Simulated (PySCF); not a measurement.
Input file:

```
{"job": {"kind": "nmr", "xc": "PBE0", "basis": "pcSseg-1"}, "charge": 0, "multiplicity": 1}
C      3.449663     0.136086    -0.136129
C      2.140886    -0.306288    -0.778908
C      0.943446    -0.017731     0.123559
C     -0.366053    -0.483820    -0.504450
C     -1.593898    -0.291345     0.376547
C     -2.835464    -0.790938    -0.345972
Si    -1.838821     1.485700     1.063850
Cl    -1.401786    -1.324365     1.853874
H      3.600317    -0.378327     0.810437
H      3.439696     1.207196     0.053754
H      4.292176    -0.088285    -0.786120
H      2.009489     0.211498    -1.732187
H      2.184698    -1.377753    -0.987538
H      0.891109     1.056379     0.317912
H      1.084870    -0.525227     1.079521
H     -0.538778     0.072436    -1.430651
H     -0.275747    -1.542491    -0.768263
H     -2.707969    -1.821446    -0.677343
H     -3.706258    -0.746832     0.303976
H     -3.025063    -0.167994    -1.218667
H     -3.181586     1.536601     1.637227
H     -0.839662     1.764314     2.088401
H     -1.730021     2.419617    -0.059812
```

Launched as:

```sh
OMP_NUM_THREADS=1 python probes_run.py task.json out
```

Geometry: GFN2-xTB.

Computed with PBE0/pcSseg-1, SCF density, gas phase, non-relativistic (PySCF 2.14.0).

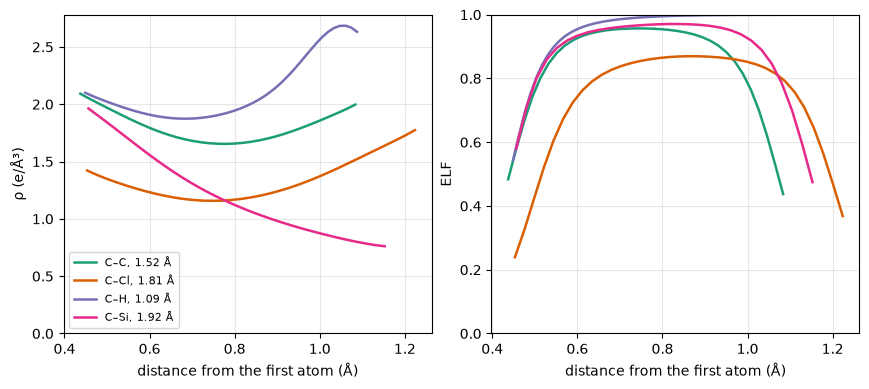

C$_{6}$H$_{15}$ClSi (SMILES CCCC[C@](C)([SiH3])Cl). Total electron density and ELF along straight lines between neighbouring atoms. The curves leave out the atomic cores.

What kind of bonding do the profiles show?

C–C (1.52 Å): ρ is about 1.7 e/Å³ halfway; the ELF peaks at about 0.95 between the atoms; a covalent bond.
C–Cl (1.81 Å): ρ at the midpoint is about 1.2 e/Å³; the ELF peaks at about 0.85 between the atoms (a covalent bond).
C–H (1.09 Å): ρ is about 2 e/Å³ halfway; the ELF climbs to about 1 towards the hydrogen, as it does in any bond to H (an ordinary covalent bond to hydrogen).
C–Si (1.92 Å): ρ is about 0.91 e/Å³ halfway; the ELF peaks at about 1 between the atoms, as expected for a covalent bond.
